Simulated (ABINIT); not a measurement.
# K2LiAlH6 (Fm-3m): G0W0 with ABINIT, start to end, part 3 of 3

Aim: the G0W0 gap of K2LiAlH6 (Fm-3m) on LDA, step by step.

ABINIT 10.8.3; LDA and many-body steps on it, plane waves. Known limits of the many-body steps: not at the basis limit; coarse k mesh.

So far. Step 4 (Empty states on the mesh, 2×2×2 mesh, 100 bands): On this mesh the gap is 2.154 eV. Step 5 (Screening, 2×2×2 mesh, 92 bands, screening to 106.1 eV): Local fields lower ε∞ by 12 %. On a Γ-centred mesh this coarse the value itself is usually too large, while a short band sum pulls it down.

## 6. Self-energy, 2×2×2 mesh, 92 bands, screening to 106.1 eV

The self-energy is evaluated for the states that the input lists, and the levels follow from it, in one-shot runs by the linearised quasiparticle equation.

This step: G0W0 on LDA, plane waves, norm-conserving pseudopotentials.

Contents of run.abi:

```
acell 3*1.0 Angstrom
rprim 
  -0.000000000000 3.880349530400 3.880349530400
  3.880349530400 0.000000000000 3.880349530400
  3.880349530400 3.880349530400 0.000000000000
ntypat 4
znucl 19 3 13 1
natom 10
typat 1 1 2 3 4 4 4 4 4 4
xred 
  0.750000000000 0.750000000000 0.750000000000
  0.250000000000 0.250000000000 0.250000000000
  0.500000000000 0.500000000000 0.500000000000
  0.000000000000 -0.000000000000 -0.000000000000
  0.772107360000 0.227892640000 0.227892640000
  0.772107360000 0.227892640000 0.772107360000
  0.227892640000 0.772107360000 0.772107360000
  0.227892640000 0.772107360000 0.227892640000
  0.227892640000 0.227892640000 0.772107360000
  0.772107360000 0.772107360000 0.227892640000
pp_dirpath "pseudos"
pseudos "K.upf, Li.upf, Al.upf, H.upf"
ecut 33
ngkpt 2 2 2
nshiftk 1
shiftk 0 0 0
kptopt 1
chksymbreak 0
istwfk *1
occopt 1
irdwfk 1
optdriver 4
nband 92
gwcalctyp 0
ecutsigx 33
symsigma 1
nkptgw 2
kptgw 
  0.5000000000 0.5000000000 0.0000000000
  0.0000000000 0.0000000000 0.0000000000
bdgw 
  14 18
  14 19
ecuteps 3.9
irdscr 1
ppmodel 1
indata_prefix "in"
outdata_prefix "out"
tmpdata_prefix "tmp"
```

Command:

```
> OMP_NUM_THREADS=1 mpirun -n 4 abinit run.abi > log
```

Numbers of over 12 decimals in the logs are rounded to 6 here.

Output:

```text
.Version 10.8.3 of ABINIT. v10.8.2 released Aug 2026.

 Symmetries : space group Fm -3 m (#225); Bravais cF (face-center cubic)
[... echo of the input left out ...]
== DATASET  1 ==================================================================
-   mpi_nproc: 4, omp_nthreads: 1 (-1 if OMP is not activated)

--- !DatasetInfo
iteration_state: {dtset: 1, }
dimensions: {natom: 10, nkpt: 3, mband: 92, nsppol: 1, nspinor: 1, nspden: 1, mpw: 7144, }
cutoff_energies: {ecut:  33.0, pawecutdg:  -1.0, }
electrons: {nelect:   3.00000000E+01, charge:   0.00000000E+00, occopt:   1.00000000E+00, tsmear:   1.00000000E-02, }

 SIGMA: Calculation of the GW corrections

 Based on a program developped by R.W. Godby, V. Olevano, G. Onida, and L. Reining.
 Incorporated in ABINIT by V. Olevano, G.-M. Rignanese, and M. Torrent.
.Using double precision arithmetic ; gwpc =  8

[... cell and pseudopotentials left out ...]
--------------------------------------------------------------------------------

 ==== K-mesh for the wavefunctions ====
 Number of points in the irreducible wedge :     3
[... list of points left out ...]
 Together with 48 symmetry operations and time-reversal symmetry
 yields     8 points in the full Brillouin Zone.

 ==== Q-mesh for screening function ====
 Number of points in the irreducible wedge :     3
[... list of points left out ...]
 Together with 48 symmetry operations and time-reversal symmetry
 yields     8 points in the full Brillouin Zone.

 vcoul_init : cutoff-mode = AUXILIARY_FUNCTION
 q-points for optical limit:   1
     1)      0.000010    0.000020    0.000030
 setmesh: FFT mesh size selected  =    54x   54x   54
          total number of points  =       157464

 Number of electrons calculated from density =   30.0000; Expected =   30.0000
 average of density, n =  0.038044
 r_s =    1.8445
 omega_plasma =   18.8147 [eV]

 === KS Band Gaps ===
  >>>> For spin  1
   Minimum direct gap =   2.7262 [eV], located at k-point      :   0.0000  0.0000  0.0000
   Fundamental gap    =   2.1545 [eV], Top of valence bands at :   0.5000  0.5000  0.0000
                                       Bottom of conduction at :   0.0000  0.0000  0.0000
 SIGMA fundamental parameters:
 PLASMON POLE MODEL  1
 number of plane-waves for SigmaX                 7119
 number of plane-waves for SigmaC and W            283
 number of plane-waves for wavefunctions          7119
 number of bands                                    92
 number of independent spin polarizations            1
 number of spinorial components                      1
 number of k-points in IBZ                           3
 number of q-points in IBZ                           3
 number of symmetry operations                      48
 number of k-points in BZ                            8
 number of q-points in BZ                            8
 number of frequencies for dSigma/dE                 9
 frequency step for dSigma/dE [eV]                0.25
 number of omega for Sigma on real axis              0
 max omega for Sigma on real axis  [eV]           0.00
 zcut for avoiding poles [eV]                     0.10

 EPSILON^-1 parameters (SCR file):
 dimension of the eps^-1 matrix on file            283
 dimension of the eps^-1 matrix used               283
 number of plane-waves for wavefunctions          7119
 number of bands                                    92
 number of q-points in IBZ                           3
 number of frequencies                               2
 number of real frequencies                          1
 number of imag frequencies                          1

 matrix elements of self-energy operator (all in [eV])

 Perturbative Calculation

--- !SelfEnergy_ee
iteration_state: {dtset: 1, }
kpoint     : [   0.500,    0.500,    0.000, ]
spin       : 1
KS_gap     :    3.368
QP_gap     :    5.587
Delta_QP_KS:    2.219
data: !SigmaeeData |
     Band     E0 <VxcDFT>   SigX SigC(E0)      Z dSigC/dE  Sig(E)    E-E0       E
       14  -0.020 -10.407 -13.655   2.142   0.778  -0.285 -11.267  -0.861  -0.881
       15   2.200 -11.328 -14.264   1.956   0.801  -0.249 -12.113  -0.784   1.416
       16   5.569  -8.666  -3.769  -3.180   0.835  -0.198  -7.232   1.435   7.003
       17   6.928  -8.995  -3.828  -3.296   0.825  -0.211  -7.451   1.545   8.473
       18   6.928  -8.995  -3.828  -3.296   0.825  -0.211  -7.451   1.545   8.473

--- !SelfEnergy_ee
iteration_state: {dtset: 1, }
kpoint     : [   0.000,    0.000,    0.000, ]
spin       : 1
KS_gap     :    2.726
QP_gap     :    4.623
Delta_QP_KS:    1.897
data: !SigmaeeData |
     Band     E0 <VxcDFT>   SigX SigC(E0)      Z dSigC/dE  Sig(E)    E-E0       E
       14   1.629 -10.927 -13.778   1.931   0.805  -0.242 -11.668  -0.741   0.888
       15   1.629 -10.927 -13.778   1.931   0.805  -0.242 -11.668  -0.741   0.888
       16   4.355  -8.665  -4.226  -3.040   0.826  -0.211  -7.509   1.156   5.511
       17   7.342  -8.598  -3.679  -3.344   0.820  -0.220  -7.307   1.291   8.633
       18   7.342  -8.598  -3.679  -3.344   0.820  -0.220  -7.307   1.291   8.633
       19   7.342  -8.598  -3.679  -3.344   0.820  -0.220  -7.307   1.291   8.633

== END DATASET(S) ==============================================================
================================================================================

 -outvars: echo values of variables after computation  --------
           etotal      0.0000000000E+00
            nband          92
             nkpt           3
          spgroup         225
 [... the other variables as echoed above ...]

 Calculation completed.
```

It took 12 s on 4 MPI ranks of Arm Neoverse N1, shared host; peak memory 0.85 GiB; 49 s of CPU time.

Numbers from this step:

- G0W0 gap on the points computed: 4.095 eV
- starting gap on the mesh: 2.154 eV
- k of the valence top: 0.5, 0.5, 0
- k of the conduction bottom: 0, 0, 0
- Z at the valence top: 0.801
- Z at the conduction bottom: 0.826
- least direct G0W0 gap on the computed points: 4.623 eV

The gap on the mesh goes from 2.15 eV to 4.10 eV, a correction of +1.94 eV.

Limits: finite bands, cutoff and mesh; coarse k mesh. v1 is the top filled band, c1 the lowest empty one. The levels before and after the correction (eV, zero at the valence-band top of each column):

```
           conduction bottom  valence top
Kohn-Sham               2.15         0.00
     G0W0               4.09         0.00
```

```
                       level  energy (eV)
Kohn-Sham     (0.5 0.5 0) v2       -2.221
Kohn-Sham     (0.5 0.5 0) v1        0.000
Kohn-Sham     (0.5 0.5 0) c1        3.368
Kohn-Sham  (0.5 0.5 0) c2-c3        4.727
Kohn-Sham            Γ v2-v1       -0.572
Kohn-Sham               Γ c1        2.154
Kohn-Sham            Γ c2-c4        5.141
     G0W0     (0.5 0.5 0) v2       -2.297
     G0W0     (0.5 0.5 0) v1        0.000
     G0W0     (0.5 0.5 0) c1        5.587
     G0W0  (0.5 0.5 0) c2-c3        7.057
     G0W0            Γ v2-v1       -0.528
     G0W0               Γ c1        4.095
     G0W0            Γ c2-c4        7.217
```

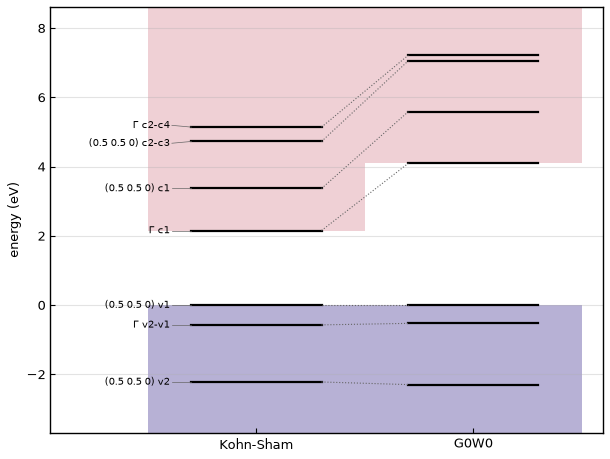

Levels before and after the correction. Shaded: valence and conduction bands.

## 7. Where the time went

Times are wall times on 4 MPI ranks of Arm Neoverse N1, shared host, good to a factor of about two.

```
                          step  time  share  memory (GiB)
                  ground state  54 s   29 %          0.44
bands along the symmetry lines  54 s   29 %          0.38
      empty states on the mesh  45 s   25 %          0.36
                     screening  18 s   10 %             1
                   self-energy  12 s    7 %          0.85
```

## 8. What came out

```json
{
  "LDA gap": "2.15 eV, indirect",
  "G0W0 gap on the mesh": "4.10 eV",
  "GW settings": "2×2×2 mesh, 92 bands, screening to 106.1 eV, Godby-Needs plasmon pole",
  "known limits": "not at the basis limit; coarse k mesh"
}
```

G0W0 moves the gap on the mesh from 2.15 eV to 4.10 eV (+1.94 eV), with Z of 0.80 and 0.83 at the edges. Local fields lower the RPA ε∞ on this mesh from 4.83 to 4.24; a Γ-centred mesh this coarse tends to raise both, most where the direct gap is narrow, while a short band sum lowers them. Only 2 of the mesh's irreducible points were corrected, so a valley elsewhere could overtake. Bands and cutoff are finite, so the gap is not at the basis limit. The miss can reach some tenths of an eV and take either sign; the mesh is an error of its own. In the G0W0 run levels were corrected at 2 k points alone, so a gap called «on the mesh» is the least over those, and an edge elsewhere would be missed. The 2×2×2 mesh is coarse for this cell, which bears on the long-range parts of exchange and screening.

[Paths, hosts, dates, memory and timing lines, banners, echoed tables and standing remarks are left out of the program output.]

[Logs are printed without paths, hosts, clocks, repeated set-up lines and the standing remarks that a program may print on its own settings, such as how far it seeks lower states.]

[Runs of the session that timed out or met a known fault of the program may be left out.]

[Hosts, paths, dates, database ids (printed as entryN), source tags and the programs' standing remarks are cut or masked in the printed files.]

[G0W0 gaps are taken among the corrected bands and points alone; a level outside them can change the order at an edge.]

[Where Ansatz stands beside ABINIT at settings called matched, ABINIT's density can come from a denser mesh and the files from another edition; pairs whose starting gaps differed by over 0.03 eV were left out, so agreement reads better than it is.]
